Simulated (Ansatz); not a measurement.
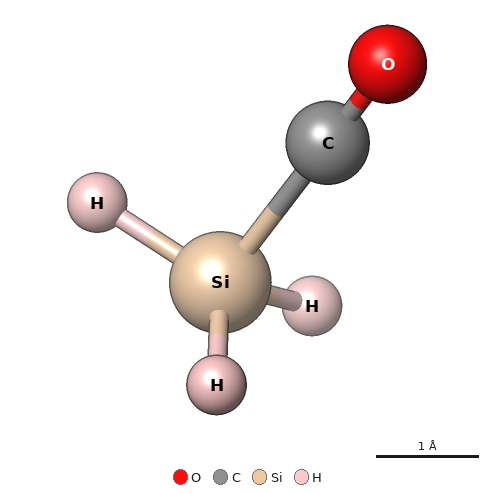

Atoms fade into the background with distance from the viewer. Charge +1, singlet. Computed geometry: PBE0-D4/def2-TZVP optimisation. No frequency run is at hand to confirm it as a minimum. Masses are those of the most abundant isotopes; constants are for the rigid equilibrium geometry.

> What kind of rotor is it, and what are its rotational constants in GHz?

A prolate symmetric top (C3v): A = 78.7, B = C = 4.43 GHz.
